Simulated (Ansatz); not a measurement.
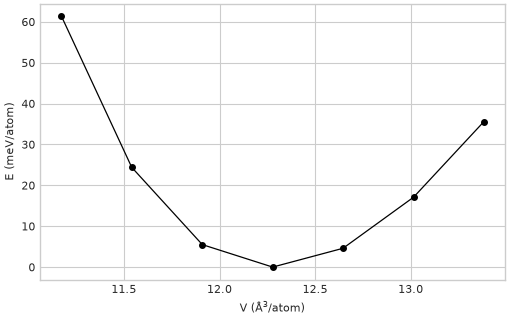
Figure: BaTiO$_{3}$ in space group R3m (No. 160; Ba on 3a, Ti on 3a, O on 9b) under volume change, the program Ansatz at the LDA level (PAW), shape and atoms relaxed at each volume.

Question: What does a third-order Birch–Murnaghan fit give for V₀, B₀ and B′?

Answer: V₀ = 12.28 Å³/atom, B₀ = 150 GPa, B′ = 8.1.

This is a known low-temperature phase of the composition, computed here at zero pressure and temperature. The LDA relaxation kept the symmetry of its start; phonons on a q-mesh show no instability. The run is not spin-polarised. Scalar-relativistic: spin–orbit coupling is off unless named, which matters more the heavier the elements.

Potentials: the later of the program's two PAW sets.
